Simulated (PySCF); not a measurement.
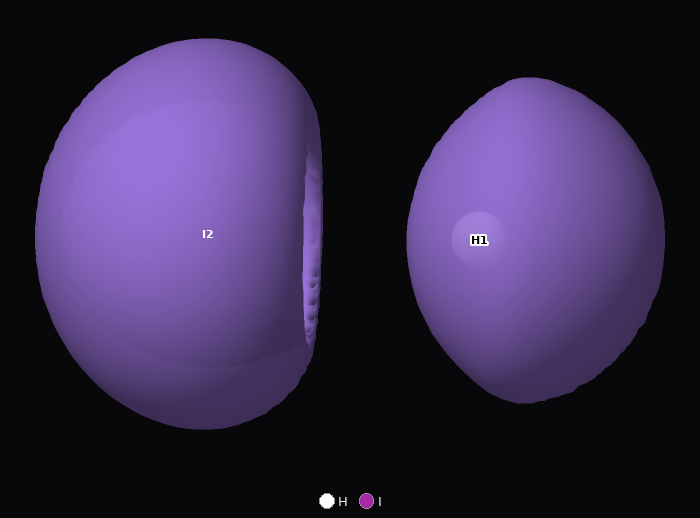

The picture shows: HI (charge −1, doublet). Isosurface of the electron localisation function at 0.75 (purple), seen from one side. Only the valence region is drawn (cores and ρ < 0.01 e/Å³ removed).

Core potentials replace the inner electrons of I.

Computed with PBE0/aug-cc-pVDZ(-PP), non-relativistic Hamiltonian with scalar-relativistic core potentials where named, at a bond length of 2.336 Å in PySCF.

```xyz
2

H     0.0000    0.0000   -2.3176
I     0.0000    0.0000    0.0184
```

### Where are the electrons localised?

At this value the surface marks out one region around a hydrogen nucleus and one region wrapped around I (its valence shell).

Values along the shortest contacts:
I–H (2.34 Å): the ELF climbs to about 1 towards the hydrogen, as it does in any bond to H.
